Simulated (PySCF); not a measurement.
# C₃H₇Cl₂In (InCl2(iPr)): what the fields show

Input

```
{"job": {"kind": "uv", "xc": "wB97X-D", "basis": "def2-SVPD", "ip": true, "nstates": 10}, "charge": 0, "multiplicity": 1}
In     1.345817     1.353734    -0.072700
Cl     3.647553     1.708945     0.227791
Cl     0.168152     3.360996    -0.430048
C      0.215850    -0.497275    -0.028997
C     -0.725686    -0.529376    -1.224312
C     -0.509988    -0.599969     1.305980
H      0.970811    -1.294768    -0.112071
H     -0.188767    -0.496872    -2.184955
H     -1.432988     0.315337    -1.209215
H     -1.323930    -1.457809    -1.212582
H     -1.093229    -1.537154     1.349028
H      0.179974    -0.605939     2.164077
H     -1.222930     0.228029     1.450203
```

Launched as:

```sh
OMP_NUM_THREADS=1 python probes_run.py task.json out
```

Geometry: PBE0-D3(BJ)/def2-SVP; core potentials replace the inner electrons of In.

Computed with PySCF, wB97X-D/def2-SVPD, SCF density, gas phase, scalar-relativistic core potentials on the heavy atoms.

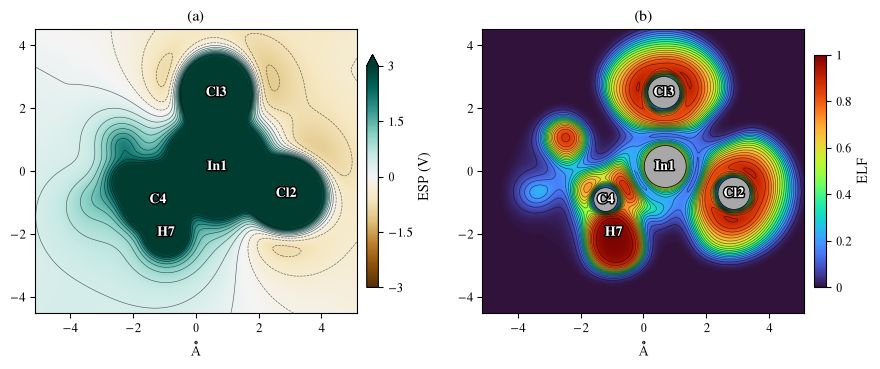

Figure 1. (a) electrostatic potential; (b) ELF on the plane of atoms Cl2, In1 and Cl3. Grey discs cover the atomic cores in the ELF map.

**Describe what can be read from this map.**

The section cuts through In, Cl, C and H sites.
C–In (2.17 Å): the ELF peaks at about 0.85 in the valence shell of C, 0.7 Å from its nucleus, and drops to about 0.20 between the two atoms.
In–Cl (2.35 Å): the ELF peaks at about 0.85 in the valence shell of Cl, 0.9 Å from its nucleus, and drops to about 0.15 between the two atoms.
C–H (1.10 Å): the ELF climbs to about 1 towards the hydrogen, as it does in any bond to H: an ordinary covalent bond to hydrogen.
The ELF also peaks beside Cl2 and Cl3, away from the bonds: lone-pair regions.
Outside the dense part of the molecule the potential is most negative (−1.0 V) near Cl3.

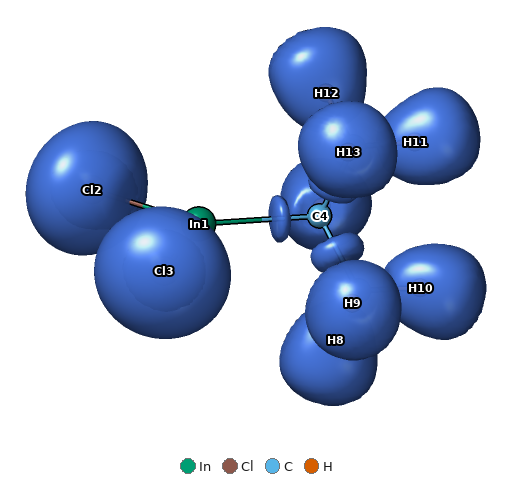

Figure 2. Isosurface of the ELF at 0.8 (blue), seen across its widest extent. Only the valence region is drawn (cores and ρ < 0.01 e/Å³ removed).

**What do the ELF domains correspond to?**

At this value the surface marks out two regions between bonded C–C atoms (shared pairs), seven regions around hydrogen nuclei, one lobe of the valence shell of C pointing towards In (polar bonds) and two regions wrapped around Cl (the valence shell of each).


C–C (1.52 Å): the ELF peaks at about 0.95 between the atoms (localised, covalent bonding).

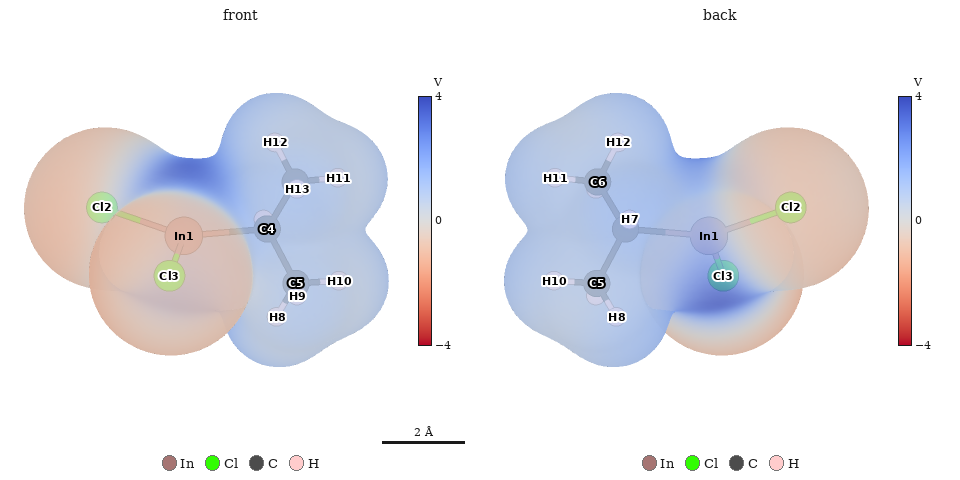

Figure 3. The molecular electrostatic potential painted on the density surface at 0.002 e/bohr³, seen from the front and from behind; the colour scale runs from red (negative) to blue (positive).

**Describe the electrostatic potential map.**

The most negative region (about −1.0 V) lies over Cl3, the most positive (about +3.3 V) over In1.

**What dipole moment does the calculation give?**

Its dipole moment is 4.56 D.
